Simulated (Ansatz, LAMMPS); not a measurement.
# Squeezing and shearing amorphous 62TiO2-38Al2O3 (mol %) (90 atoms): runs compared

How stiff is amorphous 62TiO2-38Al2O3 (mol %) (90 atoms), and how do its levels respond to strain?

Computed with Ansatz 0.2.0: Kohn-Sham DFT, PBE, PAW (set soft_2), plane waves.

## Step 1: The cell as built

The cell holds 90 atoms: 15 Ti, 18 Al and 57 O. Cell: a = 10.196 Å, b = 10.196 Å, c = 10.196 Å, α = 90.0°, β = 90.0°, γ = 90.0°. 90 atoms (15 Ti, 18 Al, 57 O) placed at random at 3.31 g/cm³, melted at 5000 K for 10 ps at fixed volume with the Morse and Coulomb pair potential with partial charges (Pedone, Malavasi, Menziani, Cormack and Segre, J. Phys. Chem. B 110, 11780 (2006)). Quenched from 5000 K to 300 K at 50 K/ps and fixed volume, held 5 ps, then minimised at fixed cell.

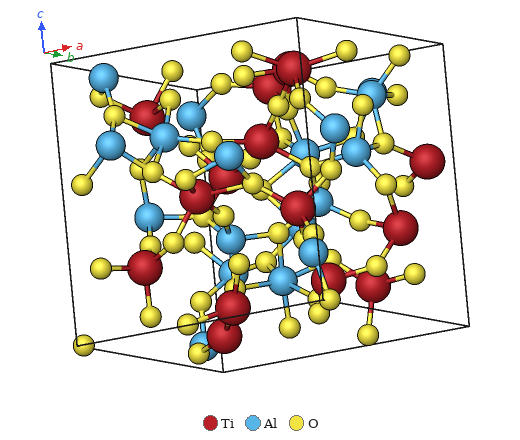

The cell as built. Bonds to atoms that aren't drawn are left out. Some periodic images of atoms are drawn too.

Limits known from the start: The quench rate of 50 K/ps is orders of magnitude faster than experiment, which tends to freeze in extra defects. The network of bonds at the start is that of the classical potential that made the cell, and needn't be the one that DFT or experiment would give. The Brillouin zone is sampled at Γ only.

## Step 2: The reference run

The reference is a single point at the end of the relaxation.

Every strained cell starts from the geometry of this run, and its atoms are relaxed with the cell held.

Its input, with most atom lines left out:

```yaml
crystal:
  lattice:
    - [10.14578, -0.18055, 0.07097]
    - [-0.18055, 10.53336, 0.03347]
    - [0.07097, 0.03347, 10.23099]
  atoms:
    - { symbol: Ti, position: [0.79281, 0.24211, 0.36706] }
    - { symbol: Ti, position: [0.54946, 0.41923, 0.6326] }
    - { symbol: Ti, position: [0.55104, 0.1432, 0.0502] }
    - { symbol: Ti, position: [0.80372, 0.32698, 0.85393] }
    - { symbol: Ti, position: [0.54308, 0.6565, 0.9495] }
    - { symbol: Ti, position: [0.09437, 0.46013, 0.84773] }
    - { symbol: Ti, position: [0.9501, 0.65638, 0.33599] }
    [... atom lines 8 to 90 left out ...]
kpoints:
  mp_grid: { grid: [1, 1, 1] }
hamiltonian:
  xc: pbe
scf:
  occupations: { method: gaussian, width: 0.05 }
output:
  forces: true
  stress: true
  populations: true
  dos:
    method: { smearing: { sigma: 0.08 } }
    de: 0.1
    projected: { site_lists: { Al: [Al], O: [O], Ti: [Ti] } }
  eigenvalues: true
  write_density: true
  write_potential: true
  volumetric_format: npy
```

```
free energy per atom   : -884.8125 eV/atom
r.m.s. force component : 0.00794 eV/Å
pressure               : 0.01201 GPa
```

Filled and empty levels are parted by 2.83 eV (at Γ alone); a semilocal functional tends to put such gaps too low. In a disordered cell it changes from sample to sample, and tail or defect levels can set it.

## Step 3: The runs

Each row is one run, on 4 threads of Arm Neoverse V2, shared host. The free energy is the program's total, comparable only between runs with the same functional, potentials and atoms.

| run | atoms | outcome | ionic steps, all passes | free energy (eV) | time | host memory (GiB) |
| --- | --- | --- | --- | --- | --- | --- |
| Single point at the start | 90 | converged | - | -79628.950 | 11 s | 1.3 |
| Cell and atoms relaxed | 90 | converged | 19 | -79633.124 | 3.8 min | 1.3 |
| Single point at the relaxed geometry | 90 | converged | - | -79633.124 | 20 s | 1.3 |
| Volume -3 % | 90 | converged | 8 | -79632.866 | 1.8 min | 1.3 |
| Volume +3 % | 90 | converged | 16 | -79633.020 | 3.9 min | 1.2 |
| Volume -6 % | 90 | converged | 29 | -79632.502 | 6.4 min | 1.2 |
| Volume +6 % | 90 | converged | 11 | -79632.493 | 2.6 min | 1.3 |
| Volume -10 % | 90 | converged | 19 | -79630.898 | 4.1 min | 1.2 |
| Stretched by 1 % along x | 90 | converged | 5 | -79633.078 | 72 s | 1.3 |
| Compressed by 1 % along x | 90 | converged | 5 | -79633.074 | 74 s | 1.3 |
| Sheared by 2 % in xy | 90 | converged | 7 | -79633.067 | 1.7 min | 1.2 |

In some runs the program notes that the SCF threshold is loose for the stress.

## Step 4: Pressure against volume

Atoms are relaxed at each volume, in the scaled cell.

| volume change (%) | volume (Å³/atom) | energy change (meV/atom) | pressure (GPa) | largest move on relaxing (Å) | bonds | gap (eV) |
| --- | --- | --- | --- | --- | --- | --- |
| -10 | 10.930 | 24.73 | 7.80 | 1.02 | 166 | 2.86 |
| -6 | 11.416 | 6.91 | 3.88 | 1.18 | 159 | 2.83 |
| -3 | 11.780 | 2.87 | 2.51 | 0.22 | 158 | 2.89 |
| +0 | 12.144 | 0.00 | 0.01 | - | 156 | 2.83 |
| +3 | 12.509 | 1.16 | -1.71 | 0.57 | 152 | 2.78 |
| +6 | 12.873 | 7.02 | -3.41 | 0.66 | 151 | 2.71 |

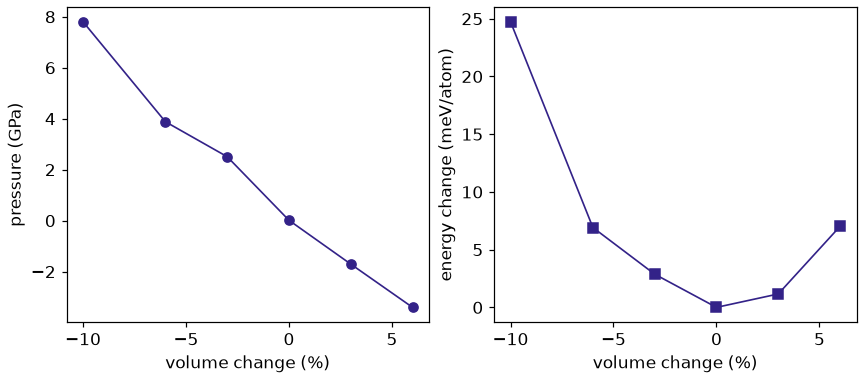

Pressure and energy against volume.

## Step 5: Uniaxial strain and shear

Stress (GPa, compression positive) less that of the relaxed cell, atoms relaxed:

| strain | xx | yy | zz | xy | energy change (meV/atom) |
| --- | --- | --- | --- | --- | --- |
| stretched by 1 % along x | -1.385 | -0.540 | -0.512 | -0.145 | 0.51 |
| compressed by 1 % along x | 1.502 | 0.586 | 0.566 | 0.106 | 0.55 |
| sheared by 2 % in xy | -0.225 | -0.235 | -0.035 | -0.847 | 0.63 |

## Step 6: Findings

The bulk modulus, from the slope of pressure against ln V over the three points nearest the relaxed volume, is 70.3 GPa; between neighbouring points the slope runs 90, 44, 82, 58 and 59 GPa from the smallest volume up, without a steady fall, so no pressure derivative is given. The count of bonds runs from 151 to 166 over the series, so at some points contacts cross the cutoffs. At -10 %, -6 %, +3 % and +6 % some atom moved by over 0.5 Å on relaxing, so those points may sit in another local minimum. The curvature of the energy over the same three points gives 59.2 GPa instead, so stress and energy disagree and the modulus is uncertain by that much. The gap goes from 2.86 eV at the smallest volume to 2.71 eV at the largest, not monotonically (lowest 2.71, highest 2.89 eV), on the run's k-points. In the Cartesian axes of the cell, finite differences give C11 = 144, C12 = 56.3, C13 = 53.9 and C66 = 42.4 GPa (the shear of 2 % is the engineering strain, εxy = 0.01). The mean of C11, C12 and C13, which equals the bulk modulus in a cubic or isotropic solid, is 84.9 GPa: it lies 21 % over the bulk modulus from the volumes. For an isotropic solid C66 would equal (C11 − C12)/2 = 44.0 GPa; so small a sample needn't be isotropic, and C66 rests on one shear. With the bulk modulus and C66 as K and G, Young's modulus would be about 106 GPa and Poisson's ratio 0.25.

**Limits.** Strains are finite and relaxations stop at the force tolerance of the input, which can leave moduli too stiff; they are those of a static cell at zero temperature. Volumes are changed with the cell's shape held, so in an anisotropic solid the modulus lies over the one under free hydrostatic load. The program notes that the SCF threshold of the relaxations is loose for the stress.

The DFT runs together took 27 min of wall time.

[Logs are printed without paths, hosts, clocks, repeated set-up lines and the standing remarks that a program may print on its own settings, such as how far it seeks lower states.]

[Hosts, paths, dates, database ids (printed as entryN), source tags and the programs' standing remarks are cut or masked in the printed files.]
